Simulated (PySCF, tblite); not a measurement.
# C6H9BN2: geometry, infrared bands and NMR shifts

What infrared bands and NMR shifts should C6H9BN2 (`C=NB(C)C/C=C/C#N`) show?

Programs: tblite 0.8.0 and PySCF 2.14.0, with density-fitted response routines of our own. Each step states its level of theory. These are calculated values for one molecule in the gas phase, unless marked as measured. Atoms are numbered from 0 throughout.

### Step 1. The molecule as given

18 atoms, charge 0, multiplicity 1; geometry from: force field or distance geometry start.

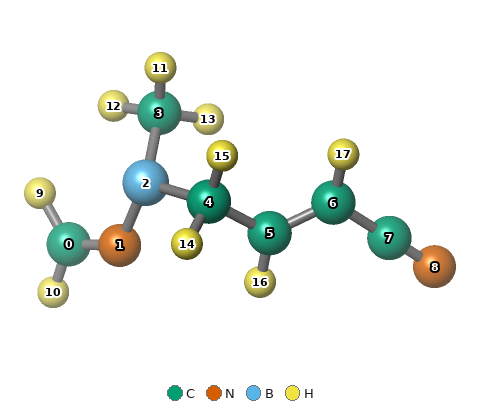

As it starts; carbon teal, nitrogen orange, boron blue, hydrogen yellow, atoms numbered.

### Step 2. Relaxing the molecule with GFN2-xTB

The job: settings as JSON, then the geometry in Å.

```
{"job": {"kind": "relax", "xc": "GFN2-xTB", "basis": "xTB"}, "charge": 0, "multiplicity": 1}
C     -2.427000    -1.316200    -1.512000
N     -1.397900    -1.228000    -0.783800
B     -1.119200    -0.121200     0.206800
C     -1.311700     1.357000    -0.432600
C      0.235600    -0.318900     1.032300
C      1.389100    -0.444900     0.105400
C      2.403000     0.417300     0.151800
C      3.489400     0.199300    -0.784600
N      4.364400     0.022400    -1.549000
H     -3.205600    -0.522200    -1.433100
H     -2.548900    -2.155300    -2.191400
H     -1.414100     2.038500     0.431100
H     -2.254200     1.370200    -0.998000
H     -0.471500     1.592300    -1.107200
H      0.113400    -1.296400     1.519700
H      0.342000     0.451200     1.813000
H      1.377100    -1.268200    -0.598500
H      2.427400     1.229400     0.853700
```

Command:

```sh
$ OMP_NUM_THREADS=1 python probes_run.py task.json out
```

One launch serves the whole session: the jobs run in the order shown.

**Question.** This job is followed by: GFN2-xTB harmonic vibrations, gas phase; GIAO PBE0/pcSseg-1 NMR shielding, non-relativistic, gas phase. What will the session give for the following? strongest single infrared mode (GFN2-xTB); zero-point energy (GFN2-xTB); ¹³C shifts against TMS (PBE0/pcSseg-1); ¹H shifts against TMS (PBE0/pcSseg-1, means over atoms taken as alike); ¹⁵N shifts against NH3 (PBE0/pcSseg-1); ¹¹B shifts against BF3·OEt2 (PBE0/pcSseg-1); surface potential, least and greatest.

As calculated:

| quantity | value |
| --- | --- |
| strongest single infrared mode (GFN2-xTB) | 2366 cm⁻¹, 304 km/mol |
| zero-point energy (GFN2-xTB) | 86.8 kcal/mol |
| ¹³C shifts against TMS (PBE0/pcSseg-1) | 165.0, 139.6, 123.1, 103.2, 34.8, 2.9 ppm |
| ¹H shifts against TMS (PBE0/pcSseg-1, means over atoms taken as alike) | 7.52, 6.95, 5.35, 2.08, 0.50 ppm |
| ¹⁵N shifts against NH3 (PBE0/pcSseg-1) | 413.0, 312.6 ppm |
| ¹¹B shifts against BF3·OEt2 (PBE0/pcSseg-1) | 23.6 ppm |
| surface potential, least and greatest | -1.97 V and 1.35 V |

In words: Over 100 steps the energy fell by 1.583 eV; of the close pairs, N1–B2 changed most, 1.511 to 1.337 Å. All 48 modes are real, so the xTB geometry is a minimum. The strongest single mode, at 2366 cm⁻¹, moves mainly C7 and N8. GFN2-xTB is a fitted tight-binding method: band positions and strengths are rough. Its intensities can rank the bands wrongly. By nearest atom (PBE0/pcSseg-1), the HOMO sits on C6 25 %; N8 20 % and the LUMO on C0, C5 about 17 % each; N1 17 %.
